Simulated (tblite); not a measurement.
# Saddle-point search of Si3AsH9S

System: Si3AsH9S, SMILES [SiH3]S[Si@H]([SiH3])[AsH2].
Method: GFN2-xTB saddle search (eigenvector following) and harmonic vibrations, gas phase (tblite 0.8.0).

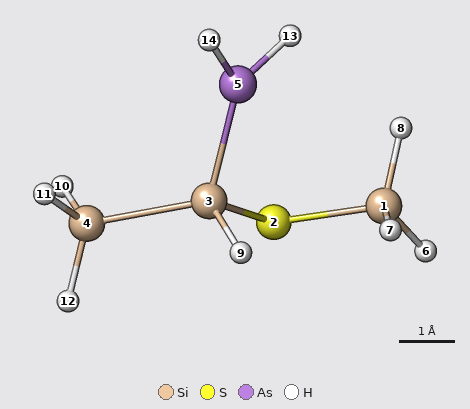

Fig. 1: The input geometry (ball-and-stick view, seen at a tilt; atoms are numbered from 1 in the order of the input). Bond lengths as drawn: As–H 1.46 to 1.47 Å, As–Si 2.25 Å, H–Si 1.45 to 1.48 Å, Si–Si 2.33 Å and S–Si 2.12 to 2.18 Å.

**The input**
```
{"job": {"xc": "GFN2-xTB", "basis": "xTB", "kind": "saddle"}, "charge": 0, "multiplicity": 1}
Si     2.712692     0.767423    -0.116964
S      1.027718     0.330853    -1.331771
Si    -0.396227    -0.609493     0.027708
Si    -2.254113    -1.250130    -1.220429
As    -0.744771     0.965745     1.602507
H      3.817077     0.787762    -1.059404
H      2.838025    -0.287180     0.883810
H      2.492256     2.062432     0.524113
H      0.383215    -1.741729     0.582321
H     -2.787589    -0.177704    -2.058865
H     -3.287003    -1.608950    -0.240642
H     -2.038342    -2.422354    -2.070773
H     -0.119238     2.281968     1.719496
H     -1.643700     0.901356     2.758893
```

The first line tells a small driver script what to run in tblite; the rest is the geometry in Å.

Machine: 1 CPU thread, shared host.

Command:
```bash
OMP_NUM_THREADS=1 python <driver script> task.json out
```

**Log**
```
step      E/eV     max force
  0    -418.26323   0.0448
  1    -418.26791   0.0501
  2    -418.27115   0.0857
  3    -418.27343   0.0655
  4    -418.27375   0.1398
  5    -418.27429   0.0707
  6    -418.27537   0.0393
  7    -418.27631   0.0336
  8    -418.27704   0.0574
  9    -418.27684   0.0796
 10    -418.27691   0.1221
 11    -418.27821   0.0159
 12    -418.27832   0.0387
 13    -418.27841   0.0099
 14    -418.27853   0.0332
 15    -418.27850   0.0024
lowest wavenumbers (cm-1): -966.2 20.9 49.0 55.3 74.7 89.5
```

**Trajectory as extended XYZ (Å, eV, eV/Å), 8 of the 12 frames kept, from step=0 to step=15**
```
14
Properties=species:S:1:pos:R:3:forces:R:3 step=0 energy=-418.26323
Si    2.7127    0.7674   -0.1170   -0.0020   0.0000  -0.0030
S     1.0277    0.3309   -1.3318    0.0070   0.0040  -0.0010
Si   -0.3962   -0.6095    0.0277    0.0060  -0.0020  -0.0050
Si   -2.2541   -1.2501   -1.2204    0.0130  -0.0090   0.0100
As   -0.7448    0.9657    1.6025    0.0070   0.0350   0.0270
H     3.8171    0.7878   -1.0594    0.0030   0.0040   0.0000
H     2.8380   -0.2872    0.8838    0.0020  -0.0050  -0.0040
H     2.4923    2.0624    0.5241    0.0030  -0.0040   0.0050
H     0.3832   -1.7417    0.5823    0.0000   0.0060  -0.0080
H    -2.7876   -0.1777   -2.0589   -0.0130   0.0120  -0.0070
H    -3.2870   -1.6089   -0.2406   -0.0020  -0.0020   0.0150
H    -2.0383   -2.4224   -2.0708   -0.0020  -0.0060   0.0010
H    -0.1192    2.2820    1.7195   -0.0120  -0.0380   0.0080
H    -1.6437    0.9014    2.7589   -0.0090   0.0070  -0.0370
14
Properties=species:S:1:pos:R:3:forces:R:3 step=2 energy=-418.27115
Si    2.7372    0.7491   -0.1195    0.0220   0.0090   0.0160
S     1.0595    0.3358   -1.3501    0.0040   0.0040  -0.0010
Si   -0.3763   -0.5901    0.0070    0.0010   0.0000   0.0030
Si   -2.2552   -1.2494   -1.1923   -0.0070   0.0030   0.0100
As   -0.7690    0.9891    1.5660   -0.0380   0.0330   0.0500
H     3.8331    0.8657   -1.0673   -0.0280   0.0000   0.0280
H     2.9039   -0.3646    0.8119   -0.0010   0.0290  -0.0290
H     2.4817    1.9931    0.6099    0.0100  -0.0430  -0.0190
H     0.4088   -1.7195    0.5628    0.0000   0.0020  -0.0030
H    -2.8336   -0.1875   -2.0158    0.0000  -0.0050   0.0060
H    -3.2472   -1.6143   -0.1716    0.0100   0.0030  -0.0040
H    -2.0556   -2.4238   -2.0426   -0.0010  -0.0020   0.0020
H    -0.1008    2.2736    1.7766   -0.0240  -0.0440   0.0090
H    -1.7863    0.9427    2.6250    0.0520   0.0120  -0.0670
14
Properties=species:S:1:pos:R:3:forces:R:3 step=4 energy=-418.27375
Si    2.7683    0.7168   -0.1284    0.0740   0.0180   0.0570
S     1.0856    0.3459   -1.3639    0.0020   0.0020   0.0010
Si   -0.3591   -0.5625   -0.0041    0.0020  -0.0030   0.0110
Si   -2.2512   -1.2491   -1.1601    0.0420  -0.0110   0.0090
As   -0.8064    1.0246    1.5310   -0.0600   0.0390   0.0690
H     3.8432    0.9491   -1.0849   -0.0900  -0.0160   0.0910
H     2.9917   -0.4664    0.7085   -0.0160   0.1120  -0.0790
H     2.4801    1.8895    0.7098    0.0290  -0.1150  -0.0740
H     0.4331   -1.6810    0.5654   -0.0040   0.0000   0.0010
H    -2.8719   -0.1945   -1.9557   -0.0250   0.0400  -0.0300
H    -3.2021   -1.6354   -0.1128   -0.0230  -0.0090   0.0300
H    -2.0586   -2.4137   -2.0228    0.0070  -0.0170  -0.0080
H    -0.1299    2.2890    1.8299   -0.0330  -0.0550   0.0010
H    -1.9229    0.9877    2.4881    0.0950   0.0150  -0.0780
14
Properties=species:S:1:pos:R:3:forces:R:3 step=6 energy=-418.27537
Si    2.7614    0.7251   -0.1254    0.0040   0.0040   0.0010
S     1.0878    0.3322   -1.3664    0.0000   0.0000   0.0000
Si   -0.3595   -0.5704   -0.0053    0.0000   0.0010   0.0030
Si   -2.2531   -1.2475   -1.1645   -0.0190   0.0060  -0.0020
As   -0.7952    1.0161    1.5336   -0.0180   0.0090   0.0230
H     3.8458    0.9244   -1.0695   -0.0060   0.0020   0.0050
H     2.9671   -0.4307    0.7416    0.0010   0.0030  -0.0060
H     2.4753    1.9161    0.6742    0.0010  -0.0100  -0.0020
H     0.4271   -1.6931    0.5634   -0.0010   0.0010   0.0000
H    -2.8834   -0.1826   -1.9467    0.0110  -0.0190   0.0130
H    -3.2011   -1.6496   -0.1157    0.0130   0.0060  -0.0150
H    -2.0567   -2.4021   -2.0419   -0.0030   0.0060   0.0060
H    -0.1143    2.2758    1.8278   -0.0080  -0.0140   0.0030
H    -1.9011    0.9863    2.4949    0.0260   0.0050  -0.0290
14
Properties=species:S:1:pos:R:3:forces:R:3 step=8 energy=-418.27704
Si    2.7758    0.7101   -0.1355    0.0320   0.0050   0.0240
S     1.1003    0.3288   -1.3760    0.0000   0.0010   0.0010
Si   -0.3489   -0.5590   -0.0066   -0.0010   0.0000   0.0030
Si   -2.2498   -1.2429   -1.1466   -0.0070  -0.0030  -0.0040
As   -0.8122    1.0291    1.5216   -0.0120   0.0060   0.0120
H     3.8346    1.0174   -1.0826   -0.0360  -0.0080   0.0370
H     3.0454   -0.4921    0.6515   -0.0080   0.0470  -0.0320
H     2.4511    1.8335    0.7482    0.0130  -0.0450  -0.0310
H     0.4387   -1.6777    0.5695   -0.0010   0.0010   0.0000
H    -2.8639   -0.1991   -1.9670    0.0040  -0.0080   0.0050
H    -3.2032   -1.5962   -0.0861    0.0050   0.0020  -0.0070
H    -2.0669   -2.4307   -1.9815   -0.0020   0.0090   0.0070
H    -0.1264    2.2697    1.8793   -0.0060  -0.0090   0.0000
H    -1.9744    1.0091    2.4117    0.0190   0.0030  -0.0150
14
Properties=species:S:1:pos:R:3:forces:R:3 step=10 energy=-418.27691
Si    2.7867    0.7018   -0.1447    0.0730   0.0150   0.0370
S     1.1119    0.3238   -1.3862   -0.0020   0.0010   0.0030
Si   -0.3375   -0.5538   -0.0095   -0.0040   0.0010   0.0000
Si   -2.2482   -1.2357   -1.1315   -0.0020   0.0020  -0.0040
As   -0.8237    1.0308    1.5145    0.0130  -0.0210  -0.0150
H     3.8233    1.1029   -1.0864   -0.0840  -0.0310   0.0830
H     3.1128   -0.5323    0.5738   -0.0210   0.0970  -0.0530
H     2.4256    1.7634    0.8044    0.0310  -0.0810  -0.0670
H     0.4510   -1.6700    0.5703    0.0000   0.0000   0.0010
H    -2.8301   -0.2190   -2.0064    0.0010  -0.0040   0.0020
H    -3.2166   -1.5160   -0.0632    0.0020   0.0000  -0.0030
H    -2.0873   -2.4660   -1.9060   -0.0010  -0.0010   0.0010
H    -0.1445    2.2565    1.9240    0.0170   0.0250   0.0040
H    -2.0234    1.0137    2.3472   -0.0230  -0.0020   0.0110
14
Properties=species:S:1:pos:R:3:forces:R:3 step=12 energy=-418.27832
Si    2.7919    0.6753   -0.1423    0.0020  -0.0030   0.0180
S     1.0863    0.3686   -1.3631    0.0120   0.0000   0.0110
Si   -0.3560   -0.5308    0.0065   -0.0020  -0.0010   0.0000
Si   -2.2408   -1.2516   -1.1376   -0.0090  -0.0080   0.0000
As   -0.8444    1.0695    1.5135    0.0080  -0.0020  -0.0060
H     3.8030    1.1223   -1.0831   -0.0120  -0.0040   0.0140
H     3.1321   -0.5928    0.4980   -0.0090   0.0330  -0.0180
H     2.4605    1.6811    0.8699    0.0080  -0.0270  -0.0250
H     0.4415   -1.6349    0.5966   -0.0010   0.0010   0.0000
H    -2.8558   -0.2316   -1.9862    0.0040  -0.0080   0.0050
H    -3.2024   -1.5938   -0.0804    0.0110   0.0050  -0.0110
H    -2.0368   -2.4551   -1.9454   -0.0030   0.0130   0.0090
H    -0.1663    2.3164    1.8615    0.0010   0.0010  -0.0020
H    -2.0128    1.0574    2.3921   -0.0090  -0.0010   0.0060
14
Properties=species:S:1:pos:R:3:forces:R:3 step=15 energy=-418.27850
Si    2.7905    0.6848   -0.1444    0.0000   0.0010  -0.0010
S     1.0940    0.3574   -1.3708    0.0000   0.0000   0.0000
Si   -0.3493   -0.5383    0.0003    0.0000   0.0000   0.0000
Si   -2.2436   -1.2452   -1.1354   -0.0010  -0.0010  -0.0010
As   -0.8374    1.0540    1.5155   -0.0010   0.0010   0.0010
H     3.8005    1.1440   -1.0791    0.0000   0.0010   0.0000
H     3.1420   -0.5769    0.4978    0.0010  -0.0020  -0.0010
H     2.4429    1.6861    0.8641    0.0000   0.0000   0.0010
H     0.4459   -1.6474    0.5845    0.0000   0.0000   0.0000
H    -2.8261   -0.2421   -2.0252    0.0010  -0.0010   0.0010
H    -3.2202   -1.5271   -0.0752    0.0010   0.0000  -0.0010
H    -2.0634   -2.4809   -1.8976    0.0000   0.0020   0.0010
H    -0.1573    2.2931    1.8875   -0.0010  -0.0010   0.0000
H    -2.0185    1.0384    2.3779    0.0020   0.0010  -0.0010
```

**Summary**

```tsv
quantity	value
outcome	converged
total energy	−418.2785 eV
point group	C1
wall time	11 s
peak memory	0.2 GiB
```
